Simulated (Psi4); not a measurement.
# CCSD/cc-pVDZ run of SiCl3F (trichlorofluorosilane)

Aim: the vertical singlet–triplet gap of SiCl3F (trichlorofluorosilane) at CCSD/cc-pVDZ, from 2 runs. 

The results are computed with Psi4 1.11.

6 further runs of the same task are left out: 6 that didn't finish.

## 1. The molecule

SiCl3F has 5 atoms, charge 0, and is taken as a singlet. As SMILES, `F[Si](Cl)(Cl)Cl`. The coordinates come from a PBE0-D4/def2-TZVP relaxation.

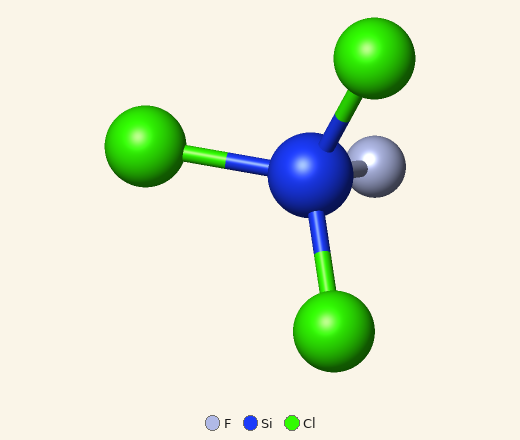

Viewed from a chosen angle; fluorine light blue, silicon blue, chlorine green.

## 2. The energy at CCSD/cc-pVDZ

Input file job.in:

```
memory 2200 mb

molecule {
  F      0.865040    -0.916770     1.050170
  Si     0.034630    -0.036690     0.042040
  Cl    -1.606480     0.640470     0.993830
  Cl    -0.482630    -1.187850    -1.527970
  Cl     1.189430     1.500840    -0.558060
  symmetry c1
}

set basis cc-pVDZ
set puream true
set e_convergence 1e-09
set d_convergence 1e-08
set scf_type pk
set num_frozen_docc 21

e, wfn = energy("ccsd", return_wfn=True)
print_variables()
```

Launch:

```console
$ psi4 job.in job.out -n 1
```

job.out:

```text
[...]
  Running in c1 symmetry.
[...]
  Nuclear repulsion =  451.587218960179257
[...]
  Multiplicity = 1
[...]
  Nalpha       = 37
  Nbeta        = 37
[...]
    Number of basis functions: 86
[...]
   @RHF iter   1: -1767.03370600801804   -1.15306e-01   4.18512e-03 ADIIS/DIIS
[...]
   @RHF iter  11: -1767.09654618596596   -2.95586e-12   3.12597e-09 DIIS
[...]
    Orbital Energies [Eh]
    ---------------------
    Doubly Occupied:
       1A   -104.862637     2A   -104.862635     3A   -104.862634
       4A    -68.969758     5A    -26.335024     6A    -10.592270
       7A    -10.592265     8A    -10.592264     9A     -8.059401
      10A     -8.059400    11A     -8.059398    12A     -8.056538
      13A     -8.056536    14A     -8.056536    15A     -8.056535
      16A     -8.056533    17A     -8.056533    18A     -6.303673
      19A     -4.411839    20A     -4.410777    21A     -4.410777
      22A     -1.641246    23A     -1.171602    24A     -1.128299
      25A     -1.128297    26A     -0.797692    27A     -0.712677
      28A     -0.712676    29A     -0.673100    30A     -0.585644
      31A     -0.585641    32A     -0.529546    33A     -0.518997
      34A     -0.518995    35A     -0.491744    36A     -0.491742
[...]
  @RHF Final Energy: -1767.09654618596596
   => Energetics <=
    Nuclear Repulsion Energy =            451.5872189601792570
    One-Electron Energy =               -3345.5875467532641778
    Two-Electron Energy =                1126.9037816071190719
    Total Energy =                      -1767.0965461859659626
[...]
 Multipole Moments:
 ------------------------------------------------------------------------------------
     Multipole            Electronic (a.u.)      Nuclear  (a.u.)        Total (a.u.)
 ------------------------------------------------------------------------------------
 L = 1.  Multiply by 2.5417464519 to convert [e a0] to [Debye]
 Dipole X            :          0.2011286           -0.3311685           -0.1300400
 Dipole Y            :         -0.2131279            0.3509818            0.1378539
 Dipole Z            :          0.2441509           -0.4020455           -0.1578946
 Magnitude           :                                                    0.2466674
[...]
      * MP2 total energy                      = -1767.770404904851148
[...]
      * CCSD total energy                     = -1767.805622691502094
[...]
```

Wall time 3.7 min (1 thread of Intel Xeon at 2.50GHz (Skylake/Cascade Lake), shared host); peak memory 0.54 GiB.

## 3. The triplet

Input file cl3fsi.json:

```json
{
 "schema_name": "qcschema_input",
 "schema_version": 1,
 "molecule": {
  "schema_name": "qcschema_molecule",
  "schema_version": 2,
  "symbols": ["F", "Si", "Cl", "Cl", "Cl"],
  "geometry": [1.63468869, -1.73244422, 1.98453368, 0.06544122, -0.06933405, 0.07944409, -3.03580722, 1.21031289, 1.87806651, -0.91203852, -2.24471118, -2.88744483, 2.24769694, 2.83617656, -1.05458056],
  "molecular_charge": 0,
  "molecular_multiplicity": 3,
  "fix_symmetry": "c1",
  "fix_com": true,
  "fix_orientation": true
 },
 "driver": "energy",
 "model": {
  "method": "ccsd",
  "basis": "cc-pVDZ"
 },
 "keywords": {
  "reference": "uhf",
  "puream": true,
  "e_convergence": 1e-09,
  "d_convergence": 1e-08,
  "scf_type": "pk",
  "num_frozen_docc": 21,
  "maxiter": 100
 }
}
```

Launch:

```console
$ psi4 --qcschema cl3fsi.json -n 1 --memory 2200MB
```

stdout:

```text
[...]
  Running in c1 symmetry.
[...]
  Nuclear repulsion =  451.587219256816525
[...]
  Multiplicity = 3
[...]
  Nalpha       = 38
  Nbeta        = 36
[...]
    Number of basis functions: 86
[...]
   @UHF iter   1: -1766.69339086307446    2.25009e-01   3.83380e-03 ADIIS/DIIS
[...]
   @UHF iter  18: -1766.75852517515068   -3.63798e-12   5.37209e-09 DIIS
[...]
   @S^2 Observed:                2.036652960E+00
[...]
    Orbital Energies [Eh]
    ---------------------
    Alpha Occupied:
       1A   -104.878711     2A   -104.878703     3A   -104.878701
       4A    -68.877911     5A    -26.324100     6A    -10.608804
       7A    -10.608790     8A    -10.608785     9A     -8.080851
      10A     -8.080843    11A     -8.080839    12A     -8.075010
      13A     -8.075003    14A     -8.075001    15A     -8.069864
      16A     -8.069856    17A     -8.069854    18A     -6.231015
      19A     -4.331785    20A     -4.329827    21A     -4.329827
      22A     -1.631768    23A     -1.196660    24A     -1.160934
      25A     -1.160930    26A     -0.799095    27A     -0.704346
      28A     -0.704345    29A     -0.692370    30A     -0.603019
      31A     -0.603017    32A     -0.554699    33A     -0.554694
      34A     -0.540386    35A     -0.526664    36A     -0.511699
[...]
  @UHF Final Energy: -1766.75852517515068
   => Energetics <=
    Nuclear Repulsion Energy =            451.5872192568165246
    One-Electron Energy =               -3345.9187147353291039
    Two-Electron Energy =                1127.5729703033621263
    Total Energy =                      -1766.7585251751506803
  UHF NO Occupations:
  HONO-2 :   36  A 1.9932789
  HONO-1 :   37  A 1.0000000
[...]
 Multipole Moments:
 ------------------------------------------------------------------------------------
     Multipole            Electronic (a.u.)      Nuclear  (a.u.)        Total (a.u.)
 ------------------------------------------------------------------------------------
 L = 1.  Multiply by 2.5417464519 to convert [e a0] to [Debye]
 Dipole X            :         13.1831121          -13.2741543           -0.0910422
 Dipole Y            :        -13.9711659           14.0675559            0.0963900
 Dipole Z            :         16.0037357          -16.1142806           -0.1105449
 Magnitude           :                                                    0.1726264
[...]
      * MP2 total energy                      = -1767.456044131201224
[...]
      * CCSD total energy                     = -1767.492012740809741
[...]
```

The result, in JSON:

```text
{
 "driver": "energy",
 "model": {
  "method": "ccsd",
  "basis": "cc-pVDZ"
 },
 "success": true,
 "return_result": -1767.4920127408097,
 "properties": {
  "calcinfo_nbasis": 86,
  "calcinfo_nmo": 86,
  "calcinfo_nalpha": 38,
  "calcinfo_nbeta": 36,
  "calcinfo_natom": 5,
  "nuclear_repulsion_energy": 451.5872192568165,
  "return_energy": -1767.4920127408097,
  "scf_one_electron_energy": -3345.918714735329,
  "scf_two_electron_energy": 1127.5729703033621,
  "scf_dipole_moment": [-0.0910421822141334, 0.09638998340686022, -0.11054491397971944],
  "scf_total_energy": -1766.7585251751507,
  "scf_iterations": 18,
  "mp2_same_spin_correlation_energy": -0.19804974115059304,
  "mp2_opposite_spin_correlation_energy": -0.49946921488933943,
  "mp2_singles_energy": -1.0864907434721527e-27,
  "mp2_doubles_energy": -0.6975189560399324,
  "mp2_correlation_energy": -0.6975189560399324,
  "mp2_total_energy": -1767.4560441312012,
  "ccsd_same_spin_correlation_energy": -0.18306931268599627,
  "ccsd_opposite_spin_correlation_energy": -0.5504182529623847,
  "ccsd_singles_energy": -1.6561253462485316e-16,
  "ccsd_doubles_energy": -0.7334875656483809,
  "ccsd_correlation_energy": -0.7334875656483811,
  "ccsd_total_energy": -1767.4920127408097,
  "ccsd_iterations": 27
 }
}
```

Run time: 5.6 min. Hardware: 1 thread of Intel Xeon at 2.50GHz (Skylake/Cascade Lake), shared host; peak memory 0.54 GiB.

## 4. Summary of results

Level: CCSD/cc-pVDZ, 21 core orbitals frozen.

| quantity | value |
| --- | --- |
| singlet: total energy | -1767.80562 Eh |
| singlet: HOMO energy (Hartree–Fock orbitals) | -13.01 eV |
| singlet: LUMO energy (Hartree–Fock orbitals) | 3.90 eV |
| singlet: HOMO–LUMO gap (Hartree–Fock orbitals) | 16.91 eV |
| singlet: correlation energy (21 core orbitals frozen) | -709.1 mEh |
| singlet: T1 diagnostic | 0.010 |
| triplet: total energy | -1767.49201 Eh |
| triplet: HOMO energy (Hartree–Fock orbitals) (highest over α and β) | -4.15 eV |
| triplet: correlation energy (21 core orbitals frozen) | -733.5 mEh |
| triplet: ⟨S²⟩ of the reference determinant | 2.037 |
| triplet: T1 diagnostic | 0.036 |
| vertical energy of the triplet above the singlet | 8.534 eV |

**Reading.** At this shape the triplet lies 8.53 eV (823 kJ/mol) above the singlet.
